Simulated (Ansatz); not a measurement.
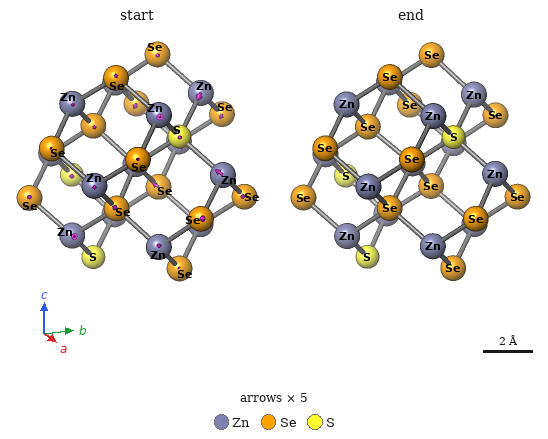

The structure of solid Zn32Se28S4 (a generated structure, set up in P1) before (left) and after (right) a relaxation, at one scale. The purple arrows give the displacements, 5 times their true length.

Style: ball-and-stick. Shown: the atoms within 5.0 Å of the atom that moves most (axes of the cell of the calculation), slightly off an axis.

All numbers below come from DFT, PBEsol, PAW, plane waves in Ansatz 0.2.0. Set-up: plane-wave cutoff 420 eV; k-point mesh 1 × 1 × 1; mesh shifted by (0.25, 0.25, 0.25); no spin polarisation; cell relaxed at fixed shape; force threshold 0.03 eV/Å; at most 80 steps.

Q: Describe what moved and what it gained.

A: The atom that moves furthest relative to the cell is a Zn atom (0.13 Å along [2 3 1]). By element the largest moves are Zn 0.13 Å, Se 0.07 Å, S 0.05 Å. The volume changes by −0.1 %, with a = b = c 11.200 → 11.197 Å (0.0 %). Near-neighbour distances that change, for instance: S–Zn 2.449 → 2.329 Å, S–Zn 2.432 → 2.339 Å, Se–Zn 2.368 → 2.432 Å, S–Zn 2.402 → 2.342 Å. Bond angles that change, for instance: Se–Zn–S 107.4° → 112.5°, Se–Zn–Se 112.1° → 107.1°, Se–Zn–Se 111.5° → 106.7°. The space group stays P1 (No. 1). The energy falls by 11.4 meV per atom in 4 geometry steps. Largest force component: 0.65 eV/Å at the start, 0.03 eV/Å at the end. The pressure goes from 0.14 to 0.00 GPa.
